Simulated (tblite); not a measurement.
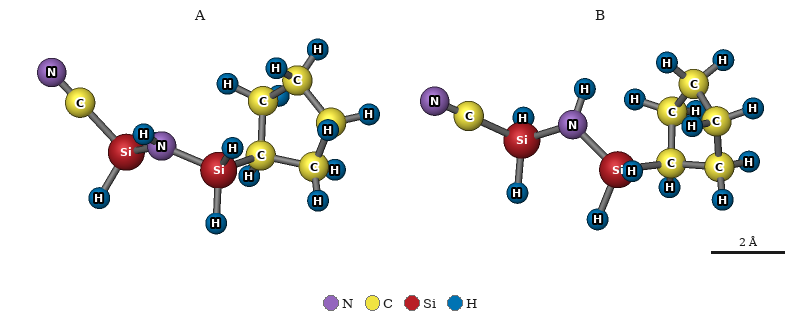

Two geometries of C₆H₁₄N₂Si₂, drawn at one scale. One is the start of a relaxation, the other its converged end. Style: ball-and-stick. Shown face on.

All numbers below come from GFN2-xTB geometry optimisation, gas phase in tblite 0.8.0. 

Question: Which geometry has the lower energy?

Answer: Structure A is the relaxed one. The atom that moves furthest after the best rigid fit is an H atom (2.03 Å). By element the largest moves are H 2.03 Å, N 1.60 Å, C 1.00 Å, Si 0.43 Å. Near-neighbour distances that change, for instance: N–Si 1.782 → 1.726 Å, C–Si 1.851 → 1.900 Å, C–Si 1.829 → 1.870 Å, C–C 1.492 → 1.530 Å. Bond angles that change, for instance: Si–N–Si 115.6° → 129.5°, N–Si–C 115.8° → 108.2°, H–C–H 114.6° → 107.9°. Groups turn about C–Si by about 35°. After 184 geometry steps the energy has fallen by 16.7 kcal/mol.
